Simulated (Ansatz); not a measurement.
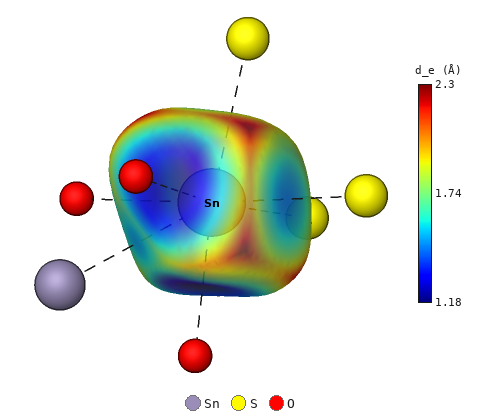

Hirshfeld surface computed for one Sn atom in Sn2SO (P-6m2, No. 187), coloured by d_e. Dashed lines lead to the closest neighbours outside.

The surface is where the fragment's share of the procrystal density (the sum of the densities of spherically averaged neutral Hartree-Fock atoms) equals one half. d_i and d_e are the distances from the surface to the nearest nucleus inside and outside. From Rb on the atoms have core potentials, so only their outer electrons count.

Source of the atomic positions: coordinates from a relaxation with Ansatz, DFT PBE, scalar-relativistic, plane waves, PAW; the starting structure was generated, so it need not be a known form of this composition.

```
Sn S O
1.0
     3.72393    0.00000    0.00000
    -1.86196    3.22501    0.00000
     0.00000    0.00000    6.88518
Sn S O
2 1 1
Direct
  0.66667 0.33333 0.22165
  0.66667 0.33333 0.77835
  0.33333 0.66667 0.50000
  0.00000 0.00000 0.00000
```

> What is the shortest distance from the fragment to an atom outside it?

Sn–O, 2.64 Å.

> How is the surface shared among contacts (nearest atom inside ··· nearest atom outside)?

Sn···O 52 %, Sn···S 43 %, Sn···Sn 5.4 %. The surface faces 7 neighbours with more than 2 % of its area each: 3 S + 3 O + 1 Sn.

> Give the size and shape of the surface.

It encloses about 20.3 Å³, has an area of about 38 Å² and a globularity of 0.96 (1 for a sphere).
